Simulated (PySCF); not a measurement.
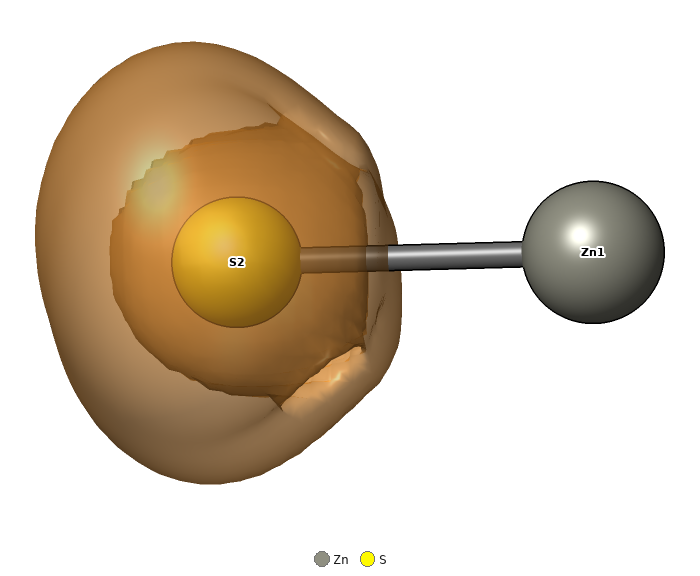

Figure 1: ZnS (charge +1, doublet). Isosurface of the electron localisation function at 0.75 (orange), seen from one side. Core shells and regions of very low density are left out.

Method: PBE0/6-31G(d,p), non-relativistic, at a bond length of 2.138 Å (PySCF 2.14.0).

Identify the bonds, lone pairs and shells in this picture.

Answer. At this value the surface marks out one region wrapped around S (its valence shell).

Values along the shortest contacts:
Zn–S (2.14 Å): the ELF peaks at about 0.75 in the valence shell of S, 0.9 Å from its nucleus, and is about 0.50 at the midpoint.
